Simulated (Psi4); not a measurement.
## Interaction calculation of Al₂H₄Cl₂O₂ (part 2 of 2)

The same run, continued: Al₂H₄Cl₂O₂, SMILES [OH][AlH][Cl].[OH][AlH][Cl]; SVWN-RPA/jun-cc-pVDZ, RKS (Psi4 1.11). 

Geometry of the input (Å):
```
O  -1.1201  0.3856  -0.5061
Al 0.4210  0.1996  0.1458
Cl 1.1049  -1.7107  0.6711
H  -1.7295  -0.3344  -0.6612
H  1.3235  1.4597  0.3505
O  1.1128  3.0771  -1.1774
Al 2.2831  3.8175  -0.2200
Cl 3.9545  2.7228  0.4131
H  1.1502  2.1663  -1.4655
H  2.1055  5.3172  0.1845
```

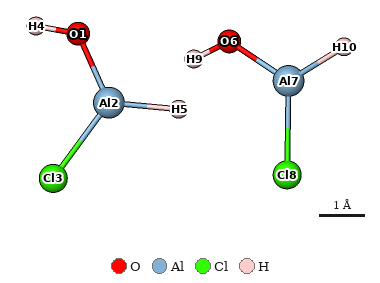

The structure (ball-and-stick view, seen on its broad side; atoms are numbered from 1 in the order of the input). Sticks mark near contacts.

**Output, continued**
```
    Blocking Scheme        =         OCTREE
    BS radius alpha        =              1
    Pruning alpha          =              1
    Radial Points          =             75
    Spherical Points       =            302
    Total Points           =         110616
    Total Blocks           =            906
    Max Points             =            256
    Max Functions          =             72
    Weights Tolerance      =       1.00E-15

   => Auxiliary Basis Set <=

  Basis Set: (JUN-CC-PVDZ AUX)
    Blend: JUN-CC-PVDZ-JKFIT
    Number of shells: 123
    Number of basis functions: 367
    Number of Cartesian functions: 421
    Spherical Harmonics?: true
    Max angular momentum: 3

  Cached 100.0% of DFT collocation blocks in 0.051 [GiB].

  Minimum eigenvalue in the overlap matrix is 2.2595150678E-03.
  Reciprocal condition number of the overlap matrix is 4.0228762370E-04.
    Using symmetric orthogonalization.

  ==> Iterations <==

                           Total Energy        Delta E     RMS |[F,P]|

   @DF-RKS iter SAD:  -776.44761576271162   -7.76448e+02   0.00000e+00
   @DF-RKS iter   1:  -776.56205087194041   -1.14435e-01   1.24654e-02 ADIIS/DIIS
   @DF-RKS iter   2:  -773.81201624926689    2.75003e+00   3.15673e-02 ADIIS/DIIS
   @DF-RKS iter   3:  -776.85234597850626   -3.04033e+00   3.51625e-03 ADIIS/DIIS
   @DF-RKS iter   4:  -776.88000503804551   -2.76591e-02   2.00320e-03 ADIIS/DIIS
   @DF-RKS iter   5:  -776.89126493808067   -1.12599e-02   4.73040e-04 ADIIS/DIIS
   @DF-RKS iter   6:  -776.89192859392824   -6.63656e-04   1.70318e-04 ADIIS/DIIS
   @DF-RKS iter   7:  -776.89200896881778   -8.03749e-05   4.50010e-05 DIIS
   @DF-RKS iter   8:  -776.89201348480185   -4.51598e-06   1.22081e-05 DIIS
   @DF-RKS iter   9:  -776.89201381944144   -3.34640e-07   2.44804e-06 DIIS
   @DF-RKS iter  10:  -776.89201383337581   -1.39344e-08   4.09829e-07 DIIS
  Energy and wave function converged.

  ==> Post-Iterations <==

   Electrons on quadrature grid:
      Ntotal   =   40.0000122676 ; deviation = 1.227e-05

    Final Occupation by Irrep:
              A
    DOCC [    20 ]
    NA   [    20 ]
    NB   [    20 ]

  @DF-RKS Final Energy:  -776.89201383337581

   => Energetics <=

    Nuclear Repulsion Energy =            129.3016866912520868
    One-Electron Energy =               -1334.8637040316775710
    Two-Electron Energy =                 482.6397403681284572
    DFT Exchange-Correlation Energy =     -53.9697368610789425
    Empirical Dispersion Energy =           0.0000000000000000
    VV10 Nonlocal Energy =                  0.0000000000000000
    Total Energy =                       -776.8920138333758132

Computation Completed

Properties will be evaluated at   0.000000,   0.000000,   0.000000 [a0]

Properties computed using the SCF density matrix

 Multipole Moments:

 ------------------------------------------------------------------------------------
     Multipole            Electronic (a.u.)      Nuclear  (a.u.)        Total (a.u.)
 ------------------------------------------------------------------------------------

 L = 1.  Multiply by 2.5417464519 to convert [e a0] to [Debye]
 Dipole X            :       -206.2576087          206.1017893           -0.1558193
 Dipole Y            :       -242.0816275          241.9147072           -0.1669203
 Dipole Z            :         12.2021130          -12.3526106           -0.1504975
 Magnitude           :                                                    0.2734805

 ------------------------------------------------------------------------------------

	total time  =          6 seconds =       0.10 minutes

    Psi4 run time: 0:00:06.04

    -----------------------------------------------------------------------
                               Psi4 1.11 release

    h
    h
    h

    -----------------------------------------------------------------------

    Memory:     1.5 GiB
    Threads:    1
                ecpint, einsums, f̶o̶r̶t̶e̶, gauxc, gcp, g̶d̶m̶a̶, geometric, g̶p̶u̶_̶d̶f̶c̶c̶,
                i̶n̶t̶e̶g̶r̶a̶t̶o̶r̶x̶x̶, i̶p̶i̶, libefp, m̶d̶i̶, m̶p̶2̶d̶, m̶r̶c̶c̶, ooo,
                o̶p̶e̶n̶f̶e̶r̶m̶i̶o̶n̶p̶s̶i̶4̶, pcmsolver, p̶s̶i̶4̶f̶o̶c̶k̶c̶i̶, p̶s̶i̶x̶a̶s̶,
                p̶y̶e̶i̶n̶s̶u̶m̶s̶, r̶e̶s̶p̶, s̶i̶m̶i̶n̶t̶, s̶n̶s̶m̶p̶2̶,
                v̶2̶r̶d̶m̶_̶c̶a̶s̶s̶c̶f̶

  ==> Geometry <==

    Molecular point group: c1
    Full point group: C1

    Geometry (in Bohr), charge = 0, multiplicity = 1:

       Center              X                  Y                   Z               Mass
    ------------   -----------------  -----------------  -----------------  -----------------
         O           -2.116606644080     0.728753983022    -0.956428186617    15.994914619570
         AL           0.795650287863     0.377264923686     0.275484274569    26.981538530000
         CL           2.088033985063    -3.232678893776     1.268157408272    34.968852682000
         H           -3.268205744934    -0.631848827308    -1.249524708675     1.007825032230
         H            2.501128116089     2.758508814376     0.662311212450     1.007825032230
         O            2.102849437887     5.814876260646    -2.225039129159    15.994914619570
         AL           4.314358127988     7.214048381197    -0.415664158556    26.981538530000
         CL           7.472940860384     5.145365191658     0.780702554210    34.968852682000
         H            2.173525194979     4.093789294624    -2.769336945075     1.007825032230
         H            3.978818357151    10.048070651546     0.348730059192     1.007825032230

  Running in c1 symmetry.

  Rotational constants: A =      0.05614  B =      0.01130  C =      0.00950 [cm^-1]
  Rotational constants: A =   1683.09011  B =    338.63205  C =    284.91847 [MHz]
  Nuclear repulsion =  442.407682807681852

  Charge       = 0
  Multiplicity = 1
  Electrons    = 80
  Nalpha       = 40
  Nbeta        = 40

  ==> Primary Basis <==

  Basis Set: JUN-CC-PVDZ
    Blend: JUN-CC-PVDZ
    Number of shells: 68
    Number of basis functions: 144
    Number of Cartesian functions: 150
    Spherical Harmonics?: true
    Max angular momentum: 2

   => Molecular Quadrature <=

    Radial Scheme          =       TREUTLER
    Pruning Scheme         =           NONE
    Nuclear Scheme         =       TREUTLER

    Blocking Scheme        =         OCTREE
    BS radius alpha        =              1
    Pruning alpha          =              1
    Radial Points          =             75
    Spherical Points       =            302
    Total Points           =         217632
    Total Blocks           =           1694
    Max Points             =            256
    Max Functions          =            143
    Weights Tolerance      =       1.00E-15

  ==> Integral Setup <==

  DFHelper Memory: AOs need 0.115 GiB; user supplied 0.946 GiB.
  SCF_SUBTYPE=INCORE selected. In-core MEM_DF algorithm will be used.
  Using in-core AOs.

  ==> MemDFJK: Density-Fitted J/K Matrices <==

    J tasked:                   Yes
    K tasked:                    No
    wK tasked:                   No
    Memory [MiB]:               969
    Algorithm:                 Core
    Schwarz Cutoff:           1E-12
    Mask sparsity (%):       5.5556
    Fitting Condition:        1E-10

   => Auxiliary Basis Set <=

  Basis Set: (JUN-CC-PVDZ AUX)
    Blend: JUN-CC-PVDZ-JKFIT
    Number of shells: 246
    Number of basis functions: 734
    Number of Cartesian functions: 842
    Spherical Harmonics?: true
    Max angular momentum: 3

  Cached 100.0% of DFT collocation blocks in 0.171 [GiB].

  Minimum eigenvalue in the overlap matrix is 1.6448911892E-03.
  Reciprocal condition number of the overlap matrix is 2.1102079677E-04.
    Using symmetric orthogonalization.

  ==> Pre-Iterations <==

  SCF Guess: Superposition of Atomic Densities via on-the-fly atomic UHF (no occupation information).

   -------------------------
    Irrep   Nso     Nmo
   -------------------------
     A        144     144
   -------------------------
    Total     144     144
   -------------------------

  ==> Iterations <==

                           Total Energy        Delta E     RMS |[F,P]|

   @DF-RKS iter SAD: -1553.03957574229844   -1.55304e+03   0.00000e+00
   @DF-RKS iter   1: -1553.13447472183793   -9.48990e-02   8.71762e-03 ADIIS/DIIS
   @DF-RKS iter   2: -1547.28823595754761    5.84624e+00   2.27540e-02 ADIIS/DIIS
   @DF-RKS iter   3: -1553.68847191686427   -6.40024e+00   2.53705e-03 ADIIS/DIIS
   @DF-RKS iter   4: -1553.74671284140686   -5.82409e-02   1.68462e-03 ADIIS/DIIS
   @DF-RKS iter   5: -1553.77714677755557   -3.04339e-02   5.48778e-04 ADIIS/DIIS
   @DF-RKS iter   6: -1553.77982187236807   -2.67509e-03   2.50393e-04 ADIIS/DIIS
   @DF-RKS iter   7: -1553.78028932067014   -4.67448e-04   9.28143e-05 DIIS
   @DF-RKS iter   8: -1553.78037930395840   -8.99833e-05   2.43554e-05 DIIS
   @DF-RKS iter   9: -1553.78038447394056   -5.16998e-06   5.93868e-06 DIIS
   @DF-RKS iter  10: -1553.78038479870997   -3.24769e-07   1.24743e-06 DIIS
   @DF-RKS iter  11: -1553.78038481514000   -1.64300e-08   2.63808e-07 DIIS
  Energy and wave function converged.

  ==> Post-Iterations <==

   Electrons on quadrature grid:
      Ntotal   =   79.9999533585 ; deviation = -4.664e-05

    Orbital Energies [Eh]
    ---------------------

    Doubly Occupied:

       1A   -100.329435     2A   -100.325930     3A    -55.191193
       4A    -55.185650     5A    -18.648328     6A    -18.640311
       7A     -9.159041     8A     -9.155603     9A     -7.014858
      10A     -7.011404    11A     -7.010645    12A     -7.009628
      13A     -7.007222    14A     -7.006158    15A     -3.974915
      16A     -3.969346    17A     -2.608581    18A     -2.605547
      19A     -2.603021    20A     -2.602040    21A     -2.600019
      22A     -2.596323    23A     -0.932564    24A     -0.927466
      25A     -0.768142    26A     -0.765111    27A     -0.510561
      28A     -0.498740    29A     -0.415963    30A     -0.403023
      31A     -0.370635    32A     -0.345778    33A     -0.339652
      34A     -0.337628    35A     -0.326082    36A     -0.318957
      37A     -0.318073    38A     -0.316304    39A     -0.307311
      40A     -0.294181

    Virtual:

      41A     -0.108139    42A     -0.087314    43A     -0.078494
      44A     -0.063749    45A     -0.034222    46A     -0.014751
      47A     -0.003595    48A     -0.002400    49A      0.006939
      50A      0.019558    51A      0.022335    52A      0.027058
      53A      0.040664    54A      0.044131    55A      0.051217
      56A      0.060391    57A      0.062853    58A      0.066632
      59A      0.068657    60A      0.073493    61A      0.089108
      62A      0.095456    63A      0.103700    64A      0.112380
      65A      0.116384    66A      0.131280    67A      0.136150
      68A      0.137872    69A      0.159234    70A      0.165890
      71A      0.176266    72A      0.188181    73A      0.200180
      74A      0.215092    75A      0.224549    76A      0.233011
      77A      0.246697    78A      0.250943    79A      0.256314
      80A      0.261413    81A      0.278709    82A      0.282879
      83A      0.295009    84A      0.308692    85A      0.322131
      86A      0.346132    87A      0.368898    88A      0.417961
      89A      0.449510    90A      0.453305    91A      0.507470
      92A      0.522440    93A      0.630703    94A      0.631998
      95A      0.639089    96A      0.650924    97A      0.655897
      98A      0.664206    99A      0.666311   100A      0.669580
     101A      0.679435   102A      0.700859   103A      0.718789
     104A      0.732291   105A      0.764465   106A      0.777819
     107A      0.784077   108A      0.803147   109A      0.856092
     110A      0.900030   111A      0.912204   112A      0.928471
     113A      1.007750   114A      1.024783   115A      1.052420
     116A      1.075476   117A      1.141402   118A      1.175779
     119A      1.192652   120A      1.231730   121A      1.283784
     122A      1.318919   123A      1.357818   124A      1.418296
     125A      1.445434   126A      1.454131   127A      1.527740
     128A      1.563607   129A      1.737202   130A      1.801362
     131A      1.916871   132A      1.942433   133A      2.081728
     134A      2.086488   135A      2.518225   136A      2.530530
     137A      2.636960   138A      2.641999   139A      2.781431
     140A      2.805050   141A      2.834392   142A      2.851648
     143A      3.546048   144A      3.571749

    Final Occupation by Irrep:
              A
    DOCC [    40 ]
    NA   [    40 ]
    NB   [    40 ]

  @DF-RKS Final Energy: -1553.78038481514000

   => Energetics <=

    Nuclear Repulsion Energy =            442.4076828076818515
    One-Electron Energy =               -3037.0732603203300641
    Two-Electron Energy =                1148.8508582356228089
    DFT Exchange-Correlation Energy =    -107.9656655381146351
    Empirical Dispersion Energy =           0.0000000000000000
    VV10 Nonlocal Energy =                  0.0000000000000000
    Total Energy =                      -1553.7803848151399961

Computation Completed

Properties will be evaluated at   0.000000,   0.000000,   0.000000 [a0]

Properties computed using the SCF density matrix

 Multipole Moments:

 ------------------------------------------------------------------------------------
     Multipole            Electronic (a.u.)      Nuclear  (a.u.)        Total (a.u.)
 ------------------------------------------------------------------------------------

 L = 1.  Multiply by 2.5417464519 to convert [e a0] to [Debye]
 Dipole X            :       -234.6943840          234.2418901           -0.4524940
 Dipole Y            :       -199.9752330          199.8203019           -0.1549311
 Dipole Z            :         -4.7344664            4.5487220           -0.1857444
 Magnitude           :                                                    0.5130842

 ------------------------------------------------------------------------------------

	total time  =         11 seconds =       0.18 minutes

    Psi4 run time: 0:00:10.55

  //>>>>>>>>>>>>>>>>>>>>>>>>>>>>>>>>>>>//
  //          ManyBody Results         //
  //<<<<<<<<<<<<<<<<<<<<<<<<<<<<<<<<<<<//

   ==> N-Body: Non-Counterpoise Corrected (NoCP) energies <==

              MC n-Body  Total Energy            Interaction Energy                          N-body Contribution to Interaction Energy
                         [Eh]                    [Eh]                  [kcal/mol]            [Eh]                  [kcal/mol]
              §A  1    -1553.784027642298        0.000000000000        0.000000000000        0.000000000000        0.000000000000
     FULL/RTN §A  2    -1553.780384815140        0.003642827158        2.285908553151        0.003642827158        2.285908553151

   MC Legend: §A: "(auto)"

    Psi4 run time: 0:00:20.91

[set-up sections that repeat, and orbital energies of the middle runs, are left out above]
```

**Key numbers**

```csv
quantity,value
outcome,converged
basis functions,144
wall time,22 s
peak memory,0.59 GiB
```
